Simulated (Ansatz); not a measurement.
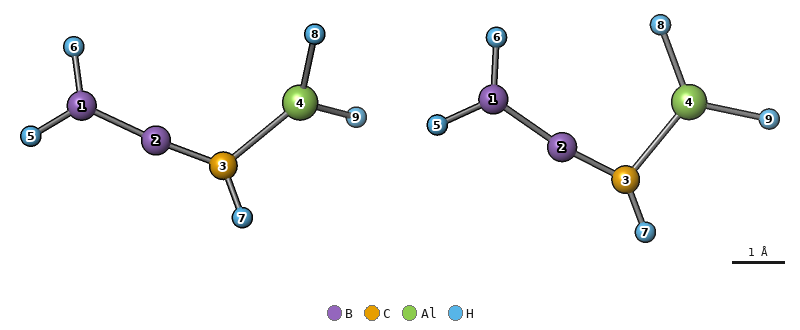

Two geometries of CH$_{5}$AlB$_{2}$, drawn at one scale. One is the start of a relaxation, the other its converged end. The picture is a ball-and-stick view, seen face on.

Method: UKS PBE-D4/6-31G* in Ansatz. (collinear spin; force threshold 0.02 eV/Å; at most 50 steps)

Question: Which geometry has the lower energy?

Answer: The right one is the relaxed one. The run prepares an end point of a later path (hydrogen shift) calculation, from a guessed geometry. The largest move after the best rigid fit is that of H8, 1.30 Å. Largest moves by element: H 1.30 Å, C 0.32 Å, B 0.28 Å, Al 0.22 Å. Near-neighbour distances that change, for instance: Al4–H9 1.556 → 1.604 Å, Al4–H8 1.554 → 1.600 Å, B1–B2 1.592 → 1.632 Å, B1–H5 1.175 → 1.206 Å. Bond angles that change, for instance: B2–C3–Al4 119.6° → 102.9°, H8–Al4–H9 111.5° → 122.1°, Al4–C3–H7 110.5° → 119.8°. Groups turn about C3–Al4 by about 50°. Over 11 accepted moves (12 points after the start) the energy falls by 29.3 kJ/mol. The largest force component goes from 0.76 to 0.0087 eV/Å. The line search rejected the trial step at point 10 of the run.
